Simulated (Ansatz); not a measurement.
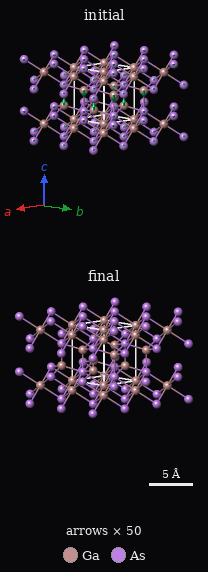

The structure of solid Ga$_{3}$As$_{2}$ (built on the A-type sesquioxide_164 type) (coarse preliminary run) before (top) and after (bottom) a relaxation, at one scale. The green arrows give the displacements (the part carried along by the change of the cell is left out), magnified 50 times.

A ball-and-stick model of the cell of the calculation, repeated 2 × 2 × 1 with one cell outlined, seen from a free direction.

Case: anti-A-type sesquioxide type (P-3m1, No. 164).

The calculation used DFT PBE, scalar-relativistic, plane waves, PAW in Ansatz 0.2.0. Set-up: plane-wave cutoff 420 eV; k-point mesh 6 × 6 × 4; occupations gaussian; smearing width 0.1 eV; no spin polarisation; cell and atoms relaxed; force threshold 0.04 eV/Å; at most 70 steps.

Question: Describe what moved and what it gained.

Answer: The largest moves relative to the cell, 0.019 Å, are those of Ga atoms. Largest moves by element: Ga 0.019 Å, As 0.005 Å. The drawn cell changes as follows: a = b 4.091 → 4.334 Å (+6.0 %), c 6.364 → 6.800 Å (+6.8 %); the volume changes by +20.0 %. Near-neighbour distances that change, for instance: As–Ga 2.830 → 3.004 Å, As–Ga 2.546 → 2.706 Å, As–Ga 2.463 → 2.619 Å. The space group stays P-3m1 (No. 164). Over 3 accepted moves (4 points after the start) the energy falls by 143 meV per atom. Largest force component: 0.86 eV/Å at the start, 0.018 eV/Å at the end. Pressure: 14.61 GPa at the start and 0.05 GPa at the end. The SCF was repeated once at an unchanged geometry on a basis and grid sized afresh for the cell, which shifted the energy by 1.3 meV per atom at most. Cost: 32 s on 1 thread of Arm Neoverse V2, on a shared host, peak memory 0.41 GiB.
